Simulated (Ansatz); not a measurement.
# Calculations on Si₂H₅OCl

### Relaxation

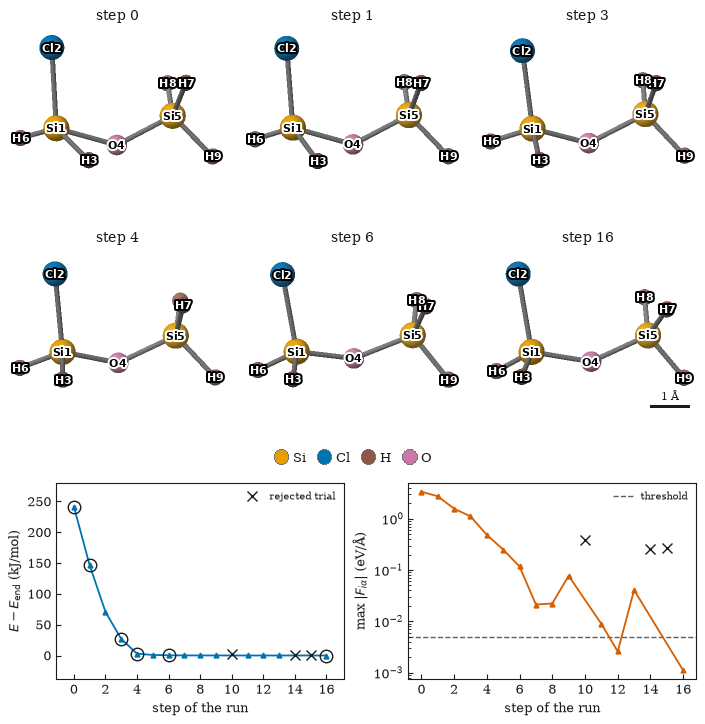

Frames of a relaxation of Si₂H₅OCl (started from a transition state, displaced along its imaginary mode), marked on the history of the run. A ball-and-stick model, seen face on.

Computed with RKS PBE0-D4/def2-TZVP in Ansatz.

The input:
```yaml
crystal:
  periodic: [false, false, false]
  atoms:
    - {symbol: Si, position_ang: [-0.084294, -1.611879, 0.501334]}
    - {symbol: Cl, position_ang: [1.205479, -1.001861, 2.034577]}
    - {symbol: H, position_ang: [0.306947, -1.582309, -0.921474]}
    - {symbol: O, position_ang: [-0.457038, -0.291454, -0.468910]}
    - {symbol: Si, position_ang: [-0.004887, 1.284745, -0.584951]}
    - {symbol: H, position_ang: [-1.312538, -2.009028, 1.285932]}
    - {symbol: H, position_ang: [1.476753, 1.414840, -0.617225]}
    - {symbol: H, position_ang: [-0.549645, 1.975317, 0.608307]}
    - {symbol: H, position_ang: [-0.580676, 1.821731, -1.837491]}
basis:
  gaussian: {orbitals: def2-TZVP}
hamiltonian: {xc: pbe0, dispersion: d4}
relax: {f_tol: 0.005, max_steps: 200}
```

Launched with:
```bash
ansatz run in.yaml --threads 4 --pin off --events-out ev --progress --plain --max-ram 9574MiB
```

**What happens along the run?**

The largest move after the best rigid fit is that of H3, 1.04 Å. Largest moves by element: H 1.04 Å, O 0.18 Å, Si 0.18 Å, Cl 0.15 Å. Among the contacts that change: Si1–O4 1.680 → 1.619 Å, Si1–Cl2 2.094 → 2.054 Å, Si1–H6 1.511 → 1.477 Å. Among the angles between lasting bonds that change: H3–Si1–O4 59.1° → 109.9°, H3–Si1–H6 136.2° → 112.1°, Cl2–Si1–H3 122.5° → 107.5°. After 13 accepted moves (16 points after the start) the energy has fallen by 241.7 kJ/mol. Largest force component: 3.4 eV/Å at the start, 0.0011 eV/Å at the end. The line search rejected the trial steps at points 10, 14, 15 of the run. The forces were under the threshold at step 12, but the run went on from there. From step 0 to 1: H3 moves most (0.19 Å), energy −94.9 kJ/mol. From step 1 to 3: H3 moves most (0.39 Å), energy −119.9 kJ/mol. From step 3 to 4: H8 moves most (0.20 Å), energy −23.9 kJ/mol. From step 4 to 6: H7 moves most (0.21 Å), energy −2.64 kJ/mol. From step 6 to 16: O and H atoms move most (0.22 Å), energy −0.30 kJ/mol.

| step | E − E(0), kJ/mol | largest force component, eV/Å | note |
| --- | --- | --- | --- |
| 0 | 0.00 | 3.3608 |  |
| 1 | -94.94 | 2.7330 |  |
| 2 | -170.77 | 1.5703 |  |
| 3 | -214.82 | 1.1109 |  |
| 4 | -238.75 | 0.4850 |  |
| 5 | -240.79 | 0.2506 |  |
| 6 | -241.40 | 0.1172 |  |
| 7 | -241.56 | 0.0213 |  |
| 8 | -241.59 | 0.0223 |  |
| 9 | -241.60 | 0.0773 |  |
| 10 | -239.27 | 0.3826 | rejected |
| 11 | -241.66 | 0.0090 |  |
| 12 | -241.67 | 0.0026 |  |
| 13 | -241.68 | 0.0407 |  |
| 14 | -240.86 | 0.2613 | rejected |
| 15 | -241.51 | 0.2672 | rejected |
| 16 | -241.70 | 0.0011 |  |

### Relaxation

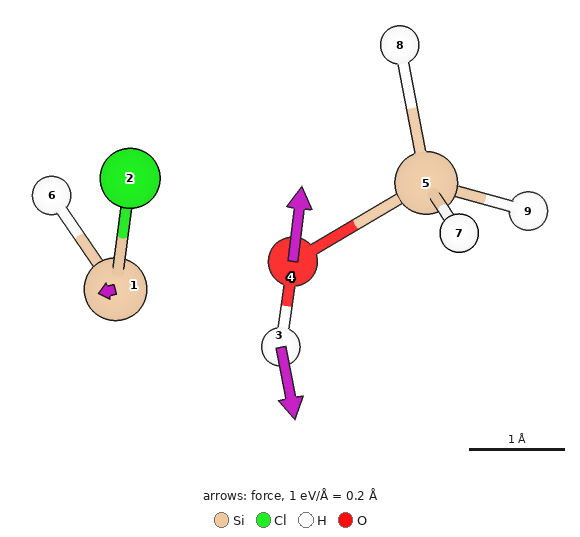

Starting geometry of Si2H5OCl (started from a transition state, displaced along its imaginary mode) with the computed forces as purple arrows. A ball-and-stick model, seen from a free direction.

These are results of Ansatz 0.2.0, RKS PBE0-D4/def2-TZVP, not measurements.

The input:
```yaml
crystal:
  periodic: [false, false, false]
  atoms:
    - {symbol: Si, position_ang: [0.048760, -1.964291, 0.665264]}
    - {symbol: Cl, position_ang: [1.157403, -0.922047, 2.102298]}
    - {symbol: H, position_ang: [0.061396, -1.048959, -1.044934]}
    - {symbol: O, position_ang: [-0.387536, -0.415568, -0.563548]}
    - {symbol: Si, position_ang: [0.027448, 1.255392, -0.603849]}
    - {symbol: H, position_ang: [-1.299772, -1.996158, 1.345019]}
    - {symbol: H, position_ang: [1.499311, 1.361977, -0.603910]}
    - {symbol: H, position_ang: [-0.570121, 1.932721, 0.567376]}
    - {symbol: H, position_ang: [-0.536788, 1.797033, -1.863617]}
basis:
  gaussian: {orbitals: def2-TZVP}
hamiltonian: {xc: pbe0, dispersion: d4}
relax: {f_tol: 0.005, max_steps: 200}
```

Run as
```bash
ansatz run in.yaml --threads 4 --pin off --events-out ev --progress --plain --max-ram 9574MiB
```

### What follows when this structure is relaxed?

It isn't relaxed: the largest force vector, on O4, is 4.07 eV/Å. The final displacements have little in common with the starting forces (cosine between the two patterns 0.09). Over 13 accepted moves (14 points after the start) the energy falls by 52.9 kJ/mol. Largest force component: 3 eV/Å at the start, 0.0033 eV/Å at the end. The line search rejected the trial step at point 11 of the run. H6 moves most after the best rigid fit: 0.86 Å. By element the largest moves are H 0.86 Å, O 0.33 Å, Cl 0.30 Å, Si 0.27 Å. Some distances before and after: Si1–H3 1.940 → 2.515 Å, Si1–Si5 3.461 → 3.297 Å, Si1–Cl2 2.093 → 2.149 Å, H3–O4 0.913 → 0.962 Å. Bond angles that change, for instance: Cl2–Si1–H6 100.0° → 94.2°, H3–O4–Si5 122.8° → 117.5°, O4–Si5–H8 109.2° → 105.0°. Groups turn about O4–Si5 by about 20°.

### Reaction

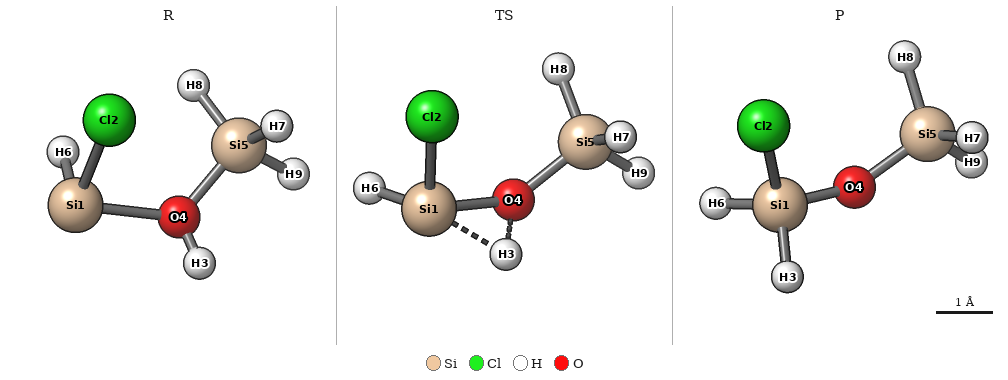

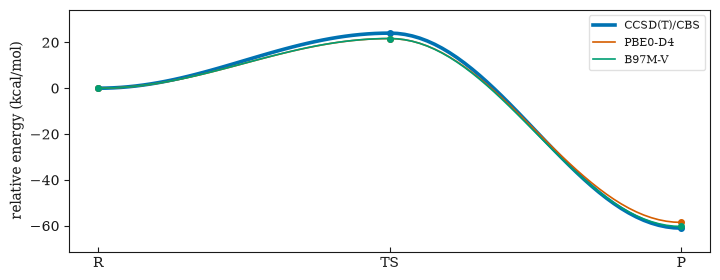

A reaction step of Si2H5OCl, with its energy diagram. The picture is a ball-and-stick view, seen at a tilt. Dashed sticks mark bonds that form or break.

Stationary points at PBE0-D4/def2-TZVP, single-point energies with CCSD(T)/CBS, PBE0-D4, B97M-V (def2-TZVPP where no basis is named; Ansatz 0.2.0). The energies are electronic, without zero-point or thermal terms, and both ends are the relaxed geometries reached downhill from the saddle, with any fragments still in contact. CCSD(T)/CBS stands for a frozen-core estimate: MP2 correlation extrapolated from def2-TZVPP and def2-QZVPP, CCSD(T) minus MP2 from the smaller set.

Describe the step and its energetics.

From R over the saddle to P, a bond forms: Si1–H3 (2.51 → 1.65 → 1.48 Å). A bond breaks: H3–O4 (0.96 → 1.23 → 2.54 Å). Bonds that stay but change much: Si1–O4 (2.02 → 1.85 → 1.62 Å). The saddle has one imaginary mode, 1535i cm⁻¹. The end P keeps a soft imaginary mode of 21i cm⁻¹, so it isn't quite a minimum. With CCSD(T)/CBS the barrier is 24.0 kcal/mol from R and 85.1 kcal/mol from P, and P lies 61.0 kcal/mol below R.

```
      level  barrier from R (kcal/mol)  barrier from P (kcal/mol)  P less R (kcal/mol)
CCSD(T)/CBS                       24.0                       85.1                −61.0
    PBE0-D4                       21.6                       80.2                −58.6
     B97M-V                       21.7                       82.0                −60.3
```
